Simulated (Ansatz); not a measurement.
# As2 (SMILES [As]#[As]): levels of theory compared

Aim: a comparison of 6 runs (B2PLYP/STO-3G, B3LYP/STO-3G, SVWN5/STO-3G, wB97X/STO-3G, RPA@PBE/STO-3G, UCCSD(T)/STO-3G) of As2. 

The calculation is run with Ansatz 0.2.0.

42 further runs of the same task are left out: 20 that didn't finish, 22 set aside as unsound or not needed.

**1. Starting point**

As2: 2 atoms, total charge 0, spin state singlet. SMILES: `[As]#[As]`. The As2–As1 distance was set to 4.178 Å, away from the relaxed value.

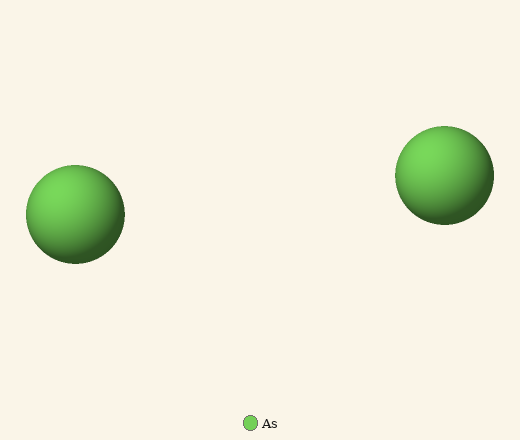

Viewed from a chosen angle; arsenic green.

**2. A single-point energy at B2PLYP/STO-3G (run 1)**

The input, input.yaml:

```yaml
crystal:
  periodic: [false, false, false]
  atoms:
    - {symbol: As, position_ang: [0.000000, -0.000000, -2.086510]}
    - {symbol: As, position_ang: [-0.000000, 0.000000, 2.091490]}
basis:
  gaussian:
    orbitals: STO-3G
hamiltonian:
  xc: {name: B2PLYP}
correlation:
  frozen_orbitals: {As: 9}
accuracy: high
```

Command:

```sh
ansatz run input.yaml --threads 1 --pin off --max-ram 3480MiB --events-out events.jsonl --progress --plain --runs-dir runs
```

Output:

```text
Warning: RAYON_NUM_THREADS=1 ignored (pool sized by the plan → 1); use --threads N
Functional definition: B2PLYP
  name "B2PLYP"
  parameter a = 0.53
  parameter c = 0.27
  exchange = (1 - a)*b88_x + a*exact_x
  correlation = (1 - c)*lyp_c + c*(mp2_os + mp2_ss)
383 factors; integrals over basis functions are off by at most 5.1e-9 eV
mean field evaluation 1: about -120275.4462 eV, gradient 6.4e-1 eV
mean field evaluation 2: about -120275.4567 eV, gradient 6.3e-1 eV
mean field evaluation 4: about -120275.4604 eV, gradient 4.5e-2 eV
mean field evaluation 8: about -120275.4604 eV, gradient 2.1e-4 eV
mean field evaluation 16: about -120275.4604 eV, gradient 5.4e-9 eV
mean field evaluation 32: about -120276.7578 eV, gradient 1.5e0 eV
mean field evaluation 64: about -120277.4752 eV, gradient 1.6e-2 eV
mean field -120277.47520711 eV, -4420.1156868604 hartree, gradient 1.9e-8 eV, S^2 0.000000; 10 other end points of the search recorded, 0 dependent functions left out; unrestricted orbitals would lower it
18 core orbitals not correlated: weight in the atoms' cores, before any rotation towards them, 1.000 or more for the frozen orbitals, at most 0.000 for the correlated occupied ones
reference -120277.47522608 eV, -4420.1156875574 hartree; 15, 15 occupied and 3, 3 virtual orbitals, 383 factors
second order -4.60074981 eV of doubles, -0.00000000 eV of singles
Total energy: -120278.71742852 eV, -4420.1613376554 hartree
```

Wall time 5.1 s (1 thread of Arm Neoverse V1, shared host); peak memory 0.1 GiB.

**3. The energy at B3LYP/STO-3G (run 2)**

The input, molecule.yaml:

```yaml
crystal:
  periodic: [false, false, false]
  atoms:
    - {symbol: As, position_ang: [0.000000, -0.000000, -2.086510]}
    - {symbol: As, position_ang: [-0.000000, 0.000000, 2.091490]}
basis:
  gaussian:
    orbitals: STO-3G
total_charge: 0
magnetization:
  spin_polarized: false
  initial_magnetization: 0
hamiltonian:
  xc: {name: B3LYP}
accuracy: high
```

Command:

```sh
ansatz run molecule.yaml --threads 1 --pin off --max-ram 3480MiB --events-out events.jsonl --progress --plain --runs-dir runs
```

Output, cut to the lines that bear on the results:

```text
Warning: RAYON_NUM_THREADS=1 ignored (pool sized by the plan → 1); use --threads N
Functional definition: B3LYP
  name "B3LYP"
[...]
383 factors; integrals over basis functions are off by at most 5.1e-9 eV
[...]
mean field -120294.84791422 eV, -4420.7541220709 hartree, gradient 1.4e-9 eV, S^2 0.000000; 14 other end points of the search recorded, 0 dependent functions left out
reference -120294.84794610 eV, -4420.7541232428 hartree; 33, 33 occupied and 3, 3 virtual orbitals, 383 factors
Total energy: -120294.84794610 eV, -4420.7541232428 hartree
```

Wall time 7.5 s (1 thread of Arm Neoverse V1, shared host); peak memory 0.1 GiB.

Runs 3 to 5 aren't shown in full; the table further down has their settings and results.

**4. The energy at UCCSD(T)/STO-3G (run 6)**

Edit molecule.yaml of step 3 so:

```diff
@@ -8,8 +8,10 @@
     orbitals: STO-3G
-total_charge: 0
 magnetization:
-  spin_polarized: false
+  spin_polarized: true
   initial_magnetization: 0
-hamiltonian:
-  xc: {name: B3LYP}
+correlation:
+  method: ccsd_t
+  frozen_orbitals: {As: 9}
 accuracy: high
+scf:
+  omitted_lower_state_checks: [cluster_reference, increment]
```

Command:

```sh
ansatz run molecule.yaml --threads 1 --pin off --max-ram 3480MiB --events-out events.jsonl --progress --plain --runs-dir runs
```

Output, cut to the lines that bear on the results:

```text
Warning: RAYON_NUM_THREADS=1 ignored (pool sized by the plan → 1); use --threads N
Functional definition: HF
  name "HF"
[...]
383 factors; integrals over basis functions are off by at most 5.1e-9 eV
[...]
mean field -120234.26413252 eV, -4418.5277091588 hartree, gradient 6.8e-9 eV, S^2 2.995376; 15 other end points of the search recorded, 0 dependent functions left out
18 core orbitals not correlated: weight in the atoms' cores, before any rotation towards them, 1.000 or more for the frozen orbitals, at most 0.000 for the correlated occupied ones
reference -120234.26413252 eV, -4418.5277091588 hartree; 15, 15 occupied and 3, 3 virtual orbitals, 383 factors
second order -0.00450945 eV of doubles, -0.00000000 eV of singles
cycle   1  -0.00555381 eV  change   -1.0e-3 eV  update   3.5e-3
[...]
cycle  38  -0.01009128 eV  change   6.2e-10 eV  update  8.6e-10
perturbative correction -0.00053715 eV, -0.0000197399 hartree
Total energy: -120234.27476095 eV, -4418.5280997464 hartree
Checks for a lower state left out: cluster_reference, increment
```

Run time: 4.2 s. Hardware: 1 thread of Arm Neoverse V1, shared host; peak memory 0.095 GiB.

**5. The series**

```tsv
run	level	frozen core orbitals	energy (Eh)	wall time
1	B2PLYP/STO-3G	18	-4420.161338	5.1 s
2	B3LYP/STO-3G	–	-4420.754123	7.5 s
3	SVWN5/STO-3G	–	-4413.822910	2.1 s
4	wB97X/STO-3G	–	-4420.847544	19 s
5	RPA@PBE/STO-3G	18	-4418.482191	7.8 s
6	UCCSD(T)/STO-3G	18	-4418.528100	4.2 s
```

**6. Summary of results**

```
                                           quantity           value
                                run 6: total energy  -4418.52810 Eh
run 6: correlation energy (18 core orbitals frozen)        -0.4 mEh
                              run 6: (T) correction       -0.02 mEh
           run 6: ⟨S²⟩ of the reference determinant           2.995
                               run 6: T1 diagnostic           0.002
```

Totals of different functionals can't be ranked against each other. In runs 1, 5 the log says that unrestricted orbitals would lower the reference, so the values rest on an unstable closed-shell determinant (other closed-shell runs at this shape may share the fault). In runs 1, 2, 3, 4, 5, 6 the basis is minimal, so the values are rough. In runs 1, 2, 3, 4, 5 a closed-shell determinant meets a far-stretched bond, which it describes badly. Spin contamination of the reference: run 6 ⟨S²⟩ = 3.00. Where it is this large, the reference is a mixture of spin states, and values that rest on it are in doubt. All runs together took 46 s, the longest 19 s.
